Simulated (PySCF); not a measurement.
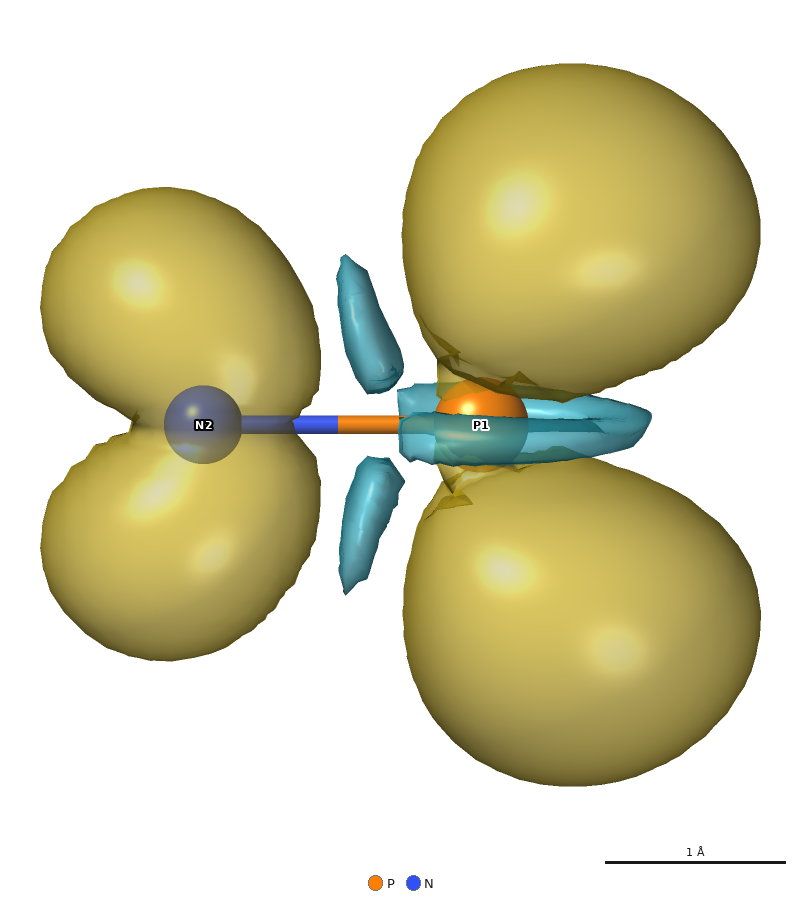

Figure 1: PN (charge −1, doublet). Isosurfaces of the spin density at +0.015 (yellow) and −0.015 e/Å³ (cyan), seen from one side.

All numbers below come from PBE0/def2-TZVPPD, non-relativistic Hamiltonian with scalar-relativistic core potentials where named, at a bond length of 1.543 Å in PySCF 2.14.0.

Where is the unpaired spin?

The unpaired spin (1 electron) lies mostly on P1 (about 0.6) and N2 (about 0.4), in electrons by Hirshfeld's partition.
